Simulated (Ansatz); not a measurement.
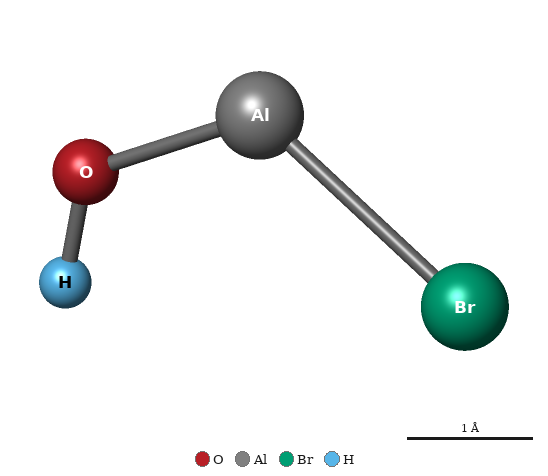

Rendered structure (ball-and-stick style).

The species is neutral and a spin doublet. The computed structure is the end point of a PBE0-D4/def2-TZVP optimisation. No frequency run is at hand to confirm it as a minimum.

Count the atoms of each element.

Answer. AlBrHO, 4 atoms: 1 aluminium, 1 bromine, 1 hydrogen and 1 oxygen.

Give the symmetry (Schoenflies symbol).

Answer. Cs.

How many atoms are distinct by symmetry?

Answer. 4: 1 O, 1 Al, 1 Br, 1 H.

The parts below concern this one geometry. Atoms keep their numbers from picture to picture.

Electronic properties

No frequency run is at hand to confirm it as a minimum. Level of theory: UKS B3LYP-D4/def2-TZVPP (Ansatz 0.2.0).

Give the ⟨S²⟩ of the determinant at this level.

Answer. 0.752.

Dipole moment

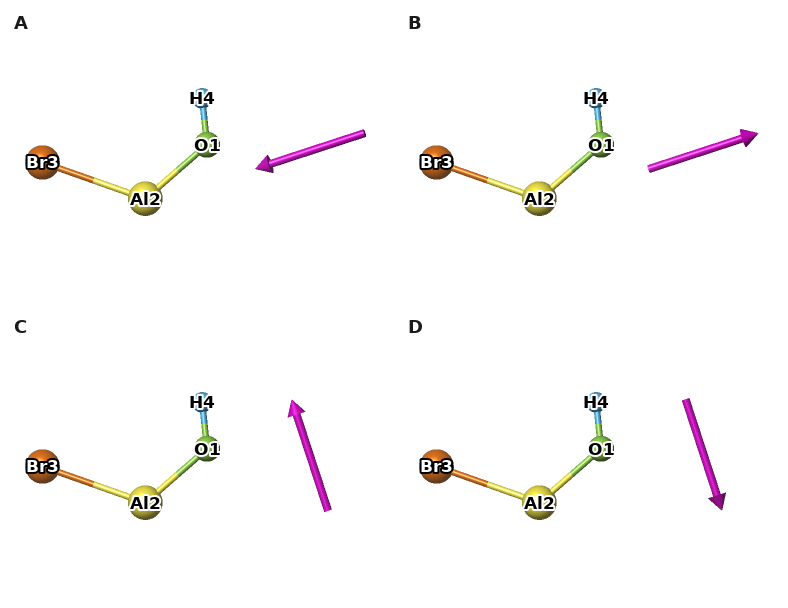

The same molecule four times, each with an arrow. No frequency run is at hand to confirm it as a minimum. Method: UKS PBE0-D4/def2-TZVP (Ansatz 0.2.0).

Which arrow points along the dipole moment, from the negative to the positive end?

Answer. B. The dipole moment is 0.66 D; it points from the side of Br3 to the side of H4 (the outermost atoms at the two ends).

Charges

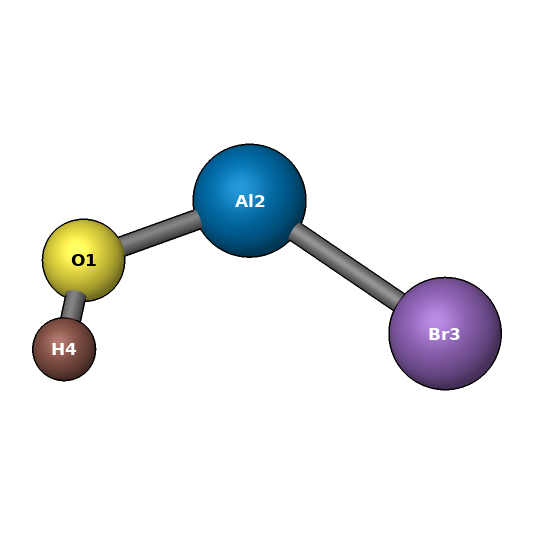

The questions are on Mulliken charges. No frequency run is at hand to confirm it as a minimum. Properties computed with UKS PBE0-D4/def2-TZVP (Ansatz 0.2.0).

Give the Mulliken charges atom by atom.

| atom | value (e) |
| --- | --- |
| O1 | −0.53 |
| Al2 | 0.46 |
| Br3 | −0.25 |
| H4 | 0.32 |

Mulliken values depend strongly on the basis set and can even reverse the polarity of a bond.
